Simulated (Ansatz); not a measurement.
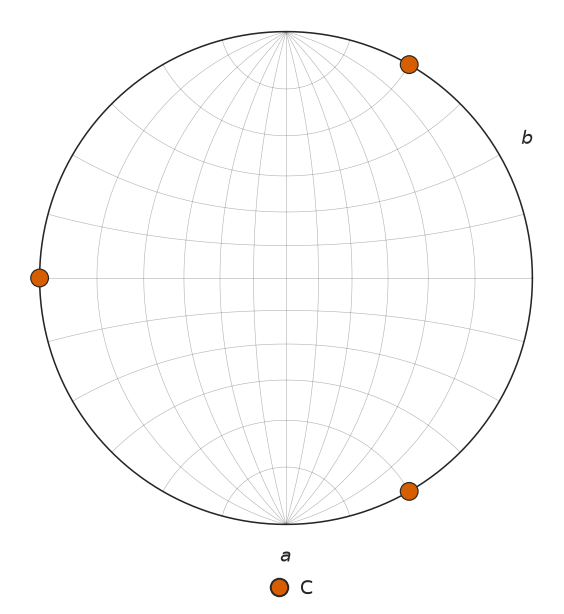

Crystal: C, the end point of a relaxation with DFT, RPBE, plane waves (420 eV) with PAW, scalar-relativistic in Ansatz. Directions from one carbon atom at (1/3, 2/3, 1/4) to its bonded neighbours, in stereographic projection down c (filled: above the plane of the page or in it, open: below). The drawing is computed from the coordinates (standard cell, symmetry found to 0.002 Å).

Neighbours are counted up to 1.76 Å for C.

```cif
data_structure
_symmetry_space_group_name_H-M 'P 1'
_symmetry_Int_Tables_number 1
_cell_length_a 2.4771
_cell_length_b 2.4771
_cell_length_c 9.6545
_cell_angle_alpha 90.000
_cell_angle_beta 90.000
_cell_angle_gamma 120.000
_cell_volume 51.30
loop_
_atom_site_label
_atom_site_type_symbol
_atom_site_fract_x
_atom_site_fract_y
_atom_site_fract_z
_atom_site_occupancy
C1 C 0.00000 0.00000 0.25000 1
C2 C 0.00000 0.00000 0.75000 1
C3 C 0.33333 0.66667 0.25000 1
C4 C 0.66667 0.33333 0.75000 1
```

### How many neighbours are there, and at what angles?

3: 3 C at 1.43 Å. Angles between bonds: 120° (3×).

### What is the site's symmetry in the crystal?

Point group -6m2 (D3h), order 12: one −6 axis, three twofold axes, four mirror planes. In P6_3/mmc, No. 194 this is Wyckoff position 2c.
